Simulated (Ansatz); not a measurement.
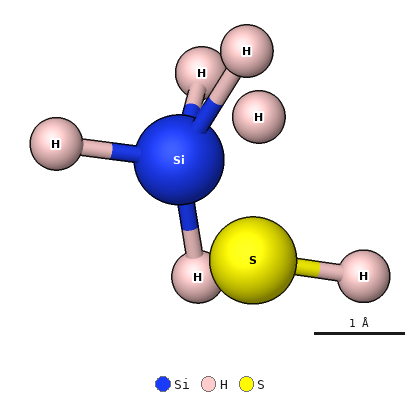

The structure as given in the input (ball-and-stick view, seen at a tilt).

SiH6S: frequency calculation

SiH6S, computed with RKS r2SCAN/def2-TZVP (Ansatz 0.2.0).

It belongs to a series of runs on one base structure; here: vibrations at the highest image of the band.

**The input**
```yaml
crystal:
  periodic: [false, false, false]
  atoms:
    - { symbol: Si, position_ang: [-0.209492, 0.000755, -0.115746] }
    - { symbol: H, position_ang: [-0.154228, 0.168524, 1.576576] }
    - { symbol: H, position_ang: [1.199261, -0.470306, 0.080578] }
    - { symbol: H, position_ang: [-0.224305, 1.437665, -0.451177] }
    - { symbol: H, position_ang: [-0.660245, -0.87963, -1.229443] }
    - { symbol: S, position_ang: [-2.605204, 0.012551, 0.678865] }
    - { symbol: H, position_ang: [-2.57826, -1.303748, 0.951278] }
    - { symbol: H, position_ang: [-1.141826, 0.16139, 1.500069] }
basis:
  gaussian: { orbitals: def2-TZVP }
hamiltonian:
  xc: r2scan
phonons: {}
```

Command:
```bash
ansatz run input.yaml --threads 4 --pin off --max-ram 5120MiB --backend cpu --events-out ev --progress --plain --runs-dir out
```

**Log**
```
Engine: ansatz 0.2.0, aarch64-unknown-linux-gnu
Functional definition: r2SCAN
  parameter k0 = 0.174
  parameter k1 = 0.065
  parameter a1 = 4.9479
  exchange = r2scan_x(k0 = k0, k1 = k1, a1 = a1)
  correlation = r2scan_c
777 factors; their error is unknown
mean field evaluation 1: about -18806.4606 eV, gradient 1.6e1 eV
mean field evaluation 2: about -18806.9188 eV, gradient 1.3e1 eV
mean field evaluation 4: about -18807.3428 eV, gradient 1.3e0 eV
mean field evaluation 8: about -18807.3337 eV, gradient 2.0e-2 eV
mean field -18807.33365716 eV, -691.1567638319 hartree, gradient 2.2e-5 eV, S^2 0.000000; 0 other end points of the search recorded, 0 dependent functions left out
the calculation of the forces begins
reference -18807.33366843 eV, -691.1567642463 hartree; 18, 18 occupied and 92, 92 virtual orbitals, 777 factors
these checks for a lower state are left out or cut short: stability, starts, cluster_reference, orbital_swaps, neighbouring_geometries, increment
777 factors; their error is unknown
mean field evaluation 16: about -18807.3481 eV, gradient 1.5e-1 eV
mean field -18807.33361377 eV, -691.1567622375 hartree, gradient 1.3e-6 eV, S^2 0.000000; 0 other end points of the search recorded, 0 dependent functions left out
[... from here on the field's lines of each further geometry are left out, up to the last ...]
the calculation of the forces begins
reference -18807.33365242 eV, -691.1567636578 hartree; 18, 18 occupied and 92, 92 virtual orbitals, 777 factors
these checks for a lower state are left out or cut short: stability, starts, cluster_reference, orbital_swaps, neighbouring_geometries, increment
777 factors; their error is unknown
mean field -18807.33364337 eV, -691.1567633251 hartree, gradient 1.7e-6 eV, S^2 0.000000; 0 other end points of the search recorded, 0 dependent functions left out
the calculation of the forces begins
reference -18807.33365464 eV, -691.1567637395 hartree; 18, 18 occupied and 92, 92 virtual orbitals, 777 factors
WARN: phonons: modes at or below zero, which the zero-point energy, F, S and C_V leave out: 1, the lowest at -1188.20 cm⁻¹. A minimum has none, and a first-order saddle one
Total energy: -18807.33366843 eV, -691.1567642463 hartree
Atom 0 at    -0.209492     0.000755    -0.115746 Å, force     0.006212    -0.004123    -0.008176 eV/Å
Atom 1 at    -0.154228     0.168524     1.576576 Å, force     0.007974    -0.001493     0.004454 eV/Å
Atom 2 at     1.199261    -0.470306     0.080578 Å, force    -0.000050     0.000657    -0.000184 eV/Å
Atom 3 at    -0.224305     1.437665    -0.451177 Å, force    -0.001968     0.001387    -0.000985 eV/Å
Atom 4 at    -0.660245    -0.879630    -1.229443 Å, force     0.001545    -0.000181    -0.000700 eV/Å
Atom 5 at    -2.605204     0.012551     0.678865 Å, force     0.004377     0.003246     0.006729 eV/Å
Atom 6 at    -2.578260    -1.303748     0.951278 Å, force     0.000784    -0.000358    -0.000685 eV/Å
Atom 7 at    -1.141826     0.161390     1.500069 Å, force    -0.018874     0.000865    -0.000453 eV/Å
Dipole moment:     0.168141    -0.138675     0.095391 e Å
Vibrations: -1188.20 192.38 323.73 369.38 546.87 709.20 761.60 885.27 900.86 1000.88 1091.96 1182.43 1456.80 1854.77 2125.94 2172.26 2274.85 2690.71 cm⁻¹, zero-point energy 1.273311 eV
```

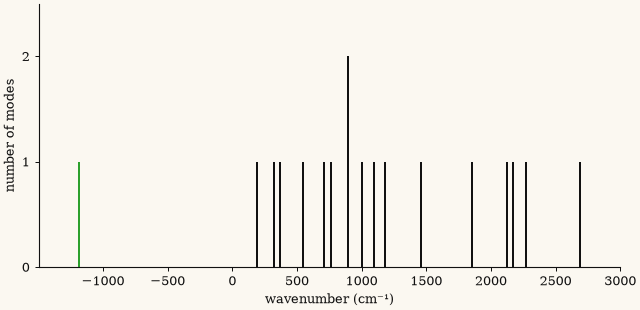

Harmonic vibrational wavenumbers from the force constants; neighbouring modes closer than 18 cm⁻¹ are counted in one stick, and imaginary ones are drawn at negative wavenumbers. 18 modes from 1188i to 2691 cm⁻¹, 1 imaginary beyond 8i (1188i cm⁻¹): a first-order saddle point, if the geometry is stationary.

**Summary**

```json
{"quantity": "outcome", "value": "converged"}
{"quantity": "total energy", "value": "−18807.3337 eV"}
{"quantity": "mean-field energy", "value": "−18807.3337 eV"}
{"quantity": "largest force (length of the vector)", "value": "0.019 eV/Å"}
{"quantity": "hardware", "value": "4 threads of Arm Neoverse V1, 24 GiB of memory available, shared host"}
{"quantity": "wall time", "value": "34 s (CPU time 2.1 min)"}
{"quantity": "peak memory", "value": "0.14 GiB"}
```
